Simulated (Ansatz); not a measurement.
**B2FH4OSi (SMILES FBOB[SiH2]) (doublet): density, localisation and related maps**

Input

```
crystal:
  periodic: [false, false, false]
  atoms:
    - symbol: B
      position_ang: [-2.979267, -2.571616, 0.143807]
    - symbol: B
      position_ang: [-1.438787, -0.400653, -0.173686]
    - symbol: F
      position_ang: [-3.346888, -3.310114, -0.896480]
    - symbol: O
      position_ang: [-2.246427, -1.477151, -0.068601]
    - symbol: Si
      position_ang: [0.520097, -0.569011, -0.039216]
    - symbol: H
      position_ang: [-3.314295, -2.900820, 1.251455]
    - symbol: H
      position_ang: [-1.939081, 0.687619, -0.339405]
    - symbol: H
      position_ang: [1.426668, 0.591211, -0.239019]
    - symbol: H
      position_ang: [1.241291, -1.865295, 0.080928]
basis:
  gaussian: {orbitals: def2-TZVPD}
magnetization: {spin_polarized: true, initial_magnetization: 1}
hamiltonian: {xc: pbe0}
output: {forces: true, orbitals: {seedname: orbitals}}
```

Run with:

```sh
ansatz run input.yaml --threads 2 --pin off --max-ram 4350MiB --events-out events.jsonl --progress --plain --runs-dir runs
```

Geometry: B3LYP-D3(BJ)/def2-SVP.

Level of theory: isolated molecule in a Gaussian basis; Kohn-Sham density functional theory, functional PBE0 in Ansatz 0.2.0.

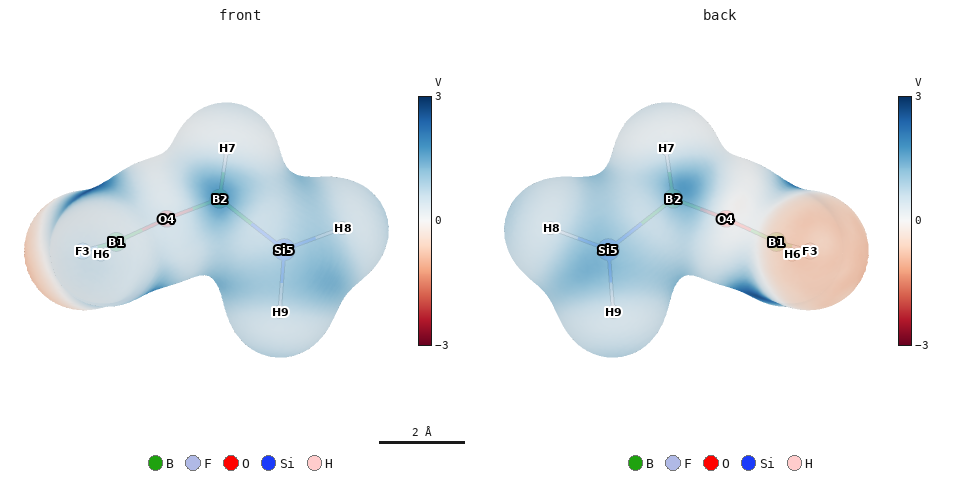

Figure 1. The electrostatic potential painted on the density surface at 0.004 e/bohr³, seen from the front and from behind; red is negative and blue positive.

Describe the electrostatic potential map.

Answer. The most negative region (about −0.8 V) lies over F3, the most positive (about +2.5 V) over B1.

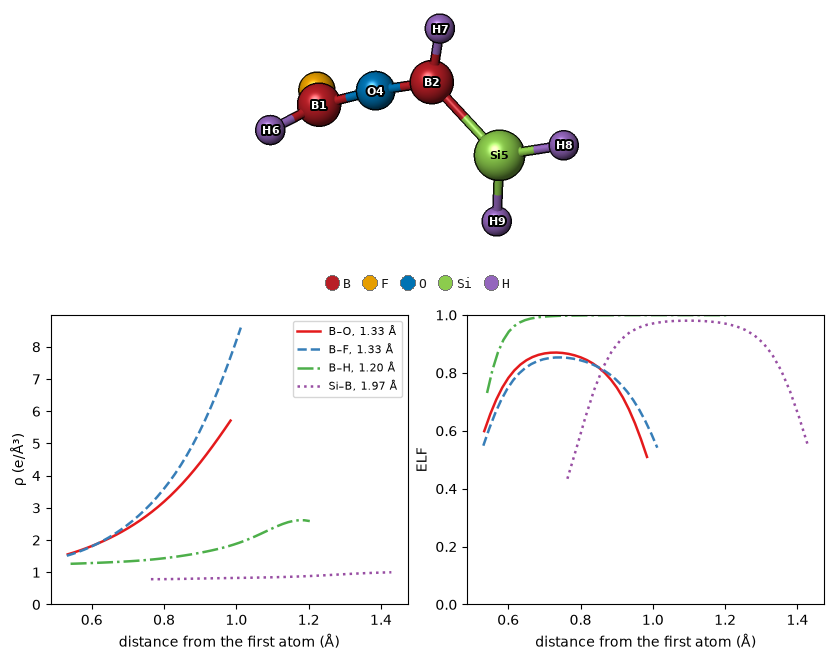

Figure 2. Total electron density and electron localisation function along straight lines between neighbouring atoms. The curves leave out the atomic cores. The structure is drawn too.

What kind of bonding do the profiles show?

Answer. B–O (1.33 Å): ρ at the midpoint is about 2.2 e/Å³; the ELF peaks at about 0.85 between the atoms; a short, strongly polar bond.
B–F (1.33 Å): ρ is about 2.2 e/Å³ halfway; the ELF peaks at about 0.85 between the atoms (a polar covalent bond).
B–H (1.20 Å): ρ is about 1.3 e/Å³ halfway; the ELF climbs to about 1 towards the hydrogen, as it does in any bond to H (a covalent bond by its length).
Si–B (1.97 Å): the density is about 0.82 e/Å³ at the midpoint; the ELF peaks at about 1 between the atoms; a shared electron pair.

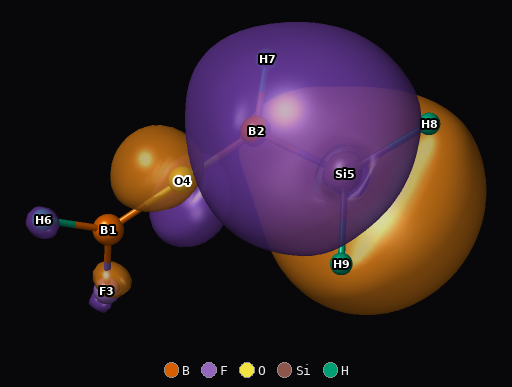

Figure 3. The HOMO (α) at ±0.06 Å⁻³ᐟ² (orange and purple are the two phases), seen at a tilt.

Where does this orbital lie, and at what energy?

Answer. It lies mainly on Si5 (about 70 %) and B2 (about 15 %). Its energy is −6.15 eV.
